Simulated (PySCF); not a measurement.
# M06-2X/cc-pVDZ run of CH5GaO (SMILES C[O][GaH2])

What is the energy change on altering one bond length of CH5GaO at M06-2X/cc-pVDZ? Input form: a Python script.

Program for the calculation: PySCF 2.14.0.

3 further runs of the same task are left out: 3 set aside as unsound or not needed.

**1. The molecule**

CH5GaO has 8 atoms, charge 0, and is taken as a singlet. As SMILES, `C[O][GaH2]`. The shape is that of a PBE0-D4/def2-TZVP optimisation.

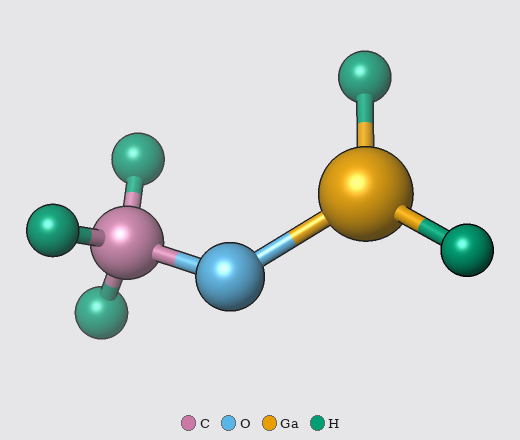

Viewed from a chosen angle; carbon pink, oxygen blue, gallium amber, hydrogen teal.

**2. A single-point energy at M06-2X/cc-pVDZ**

The input, job.py:

```python
# C[O][GaH2]
from pyscf import gto, dft

mol = gto.Mole()
mol.atom = [
    ('C', (-0.616800, 0.972600, -0.422900)),
    ('O', (-0.705300, -0.273500, 0.213500)),
    ('Ga', (0.703200, -1.302000, 0.579300)),
    ('H', (-1.200200, 0.962000, -1.350600)),
    ('H', (0.414200, 1.256200, -0.676600)),
    ('H', (-1.030600, 1.754200, 0.224300)),
    ('H', (2.093900, -0.732800, 0.142900)),
    ('H', (0.341700, -2.636700, 1.290100)),
]
mol.verbose = 3
mol.basis = 'cc-pvdz'
mol.spin = 0
mol.max_memory = 1860
mol.build()

myscf = dft.RKS(mol)
myscf.xc = 'm06-2x'
myscf.grids.level = 5
myscf.conv_tol = 1e-10
myscf.kernel()
if not myscf.converged:
    myscf = myscf.newton().run(myscf.mo_coeff, myscf.mo_occ)

e_final = myscf.e_tot
print('Final energy', e_final)
```

On the command line:

```console
OMP_NUM_THREADS=1 python job.py
```

Log:

```text
converged SCF energy = -2041.1008128505
Final energy -2041.1008128504961
```

Wall time 18 s (1 thread of Intel Xeon Platinum 8375C at 2.90GHz (Ice Lake), shared host); peak memory 0.45 GiB.

**3. The distorted shape, same level**

The input, job.py:

```python
from pyscf import gto, dft

molecule = gto.M(
    atom='''
C     -0.441795     0.975780    -0.144614
O     -0.530295    -0.270320     0.491786
Ga     0.878205    -1.298820     0.857586
H     -1.200200     0.962000    -1.350600
H      0.589205     1.259380    -0.398314
H     -0.855595     1.757380     0.502586
H      2.268905    -0.729620     0.421186
H      0.516705    -2.633520     1.568386
''',
    basis='cc-pvdz',
    max_memory=1860,
    spin=0,
    verbose=3,
)

ks = dft.RKS(molecule, xc='m06-2x')
ks.conv_tol = 1e-10
ks.grids.level = 5
ks.kernel()
if not ks.converged:
    ks = ks.newton().run(ks.mo_coeff, ks.mo_occ)

etot = ks.e_tot
print('E(%s) = %.9f' % ('M06-2X', etot))
```

On the command line:

```console
OMP_NUM_THREADS=1 python job.py
```

Log:

```text
converged SCF energy = -2041.06577024989
E(M06-2X) = -2041.065770250
```

It took 19 s on 1 thread of Intel Xeon Platinum 8375C at 2.90GHz (Ice Lake), shared host; peak memory 0.45 GiB.

**4. Results**

Level: M06-2X/cc-pVDZ.

| quantity | value |
| --- | --- |
| first shape: total energy | -2041.10081 Eh |
| first shape: dipole moment | 1.17 D |
| first shape: HOMO energy | -9.19 eV |
| first shape: LUMO energy | -0.56 eV |
| first shape: HOMO–LUMO gap | 8.62 eV |
| distorted shape: total energy | -2041.06577 Eh |
| distorted shape: dipole moment | 1.39 D |
| distorted shape: HOMO energy | -8.88 eV |
| distorted shape: LUMO energy | -0.67 eV |
| distorted shape: HOMO–LUMO gap | 8.21 eV |
| energy change with the C1–H4 bond stretched from 1.096 to 1.425 Å | 0.954 eV |

**Reading.** With the C1–H4 bond stretched from 1.096 to 1.425 Å the energy rises by 0.95 eV (22.0 kcal/mol). The first shape isn't relaxed at this level, so the change isn't measured from a minimum. Mulliken charges (first shape) run from -0.53 on O2 to +0.58 on Ga3; they depend strongly on the basis. Mulliken charges (distorted shape) run from -0.51 on O2 to +0.59 on Ga3; they depend strongly on the basis.
